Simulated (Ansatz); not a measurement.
# LiF (rock salt): frozen-phonon scan

LiF (rock salt)

```xyz
4
Lattice="0.0000 4.0679 4.0679 2.0339 2.0339 4.0679 2.0339 2.0339 0.0000" Properties=species:S:1:pos:R:3 pbc="T T T"
F      0.0000     0.0000     0.0000
F      2.0339     4.0679     2.0339
Li     2.0339     2.0339     2.0339
Li     2.0339     4.0679     4.0679
```

A phonon eigenvector at X = (0.5, 0.5, 0.0) is frozen into this cell: atom i moves by Q times the vector below, so Q is the largest atomic displacement, in Å. The cell is held. It is one choice among 2 degenerate patterns. (q is in reciprocal vectors of the primitive cell; the cell shown is doubled to hold the pattern.)

```tsv
atom	x	y	z
F1	0.000	1.000	0.000
F2	0.000	-1.000	0.000
Li3	0.000	-0.420	0.000
Li4	0.000	0.420	0.000
```

Calculation: PBE (plane waves to 420 eV, PAW, scalar-relativistic; Ansatz, a first-principles code). k mesh 14×14×14 (Γ-centred), Fermi-Dirac smearing 0.05 eV. Energies are smeared free energies. LiF was relaxed with its symmetry unable to fall. The zero of ΔE is the undisplaced structure.

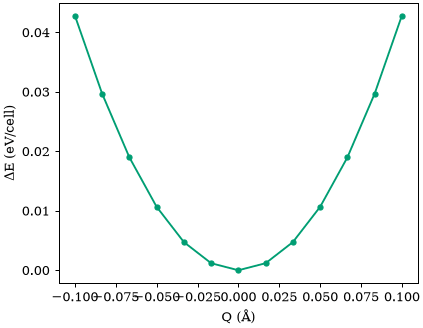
Figure. ΔE (eV/cell) against Q (Å); computed points joined by lines.

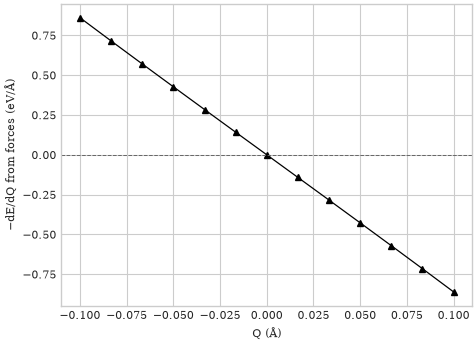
−dE/dQ from forces (eV/Å) against Q (Å); one marker a computed point.

The energy at Q = 0.100 Å is 42.8 meV/cell. Harmonic wavenumber from the curvature (finite differences): 239 cm⁻¹. Space group of the distorted cell: Cmcm (No. 63), lowered from Fm-3m. Shape of the curve: a single well with its minimum at or next to zero displacement. Wavenumber by perturbation theory (DFPT, on another k mesh): 239 cm⁻¹.

E″ = 8.53 eV/Å², M = Σ mᵢ|uᵢ|² = 40.4 u, ν̃ = 521.5·√(|E″|/M).

(A displaced cell: forces are minus the slopes of the energy, force constants its curvatures, and phonons follow from these.)
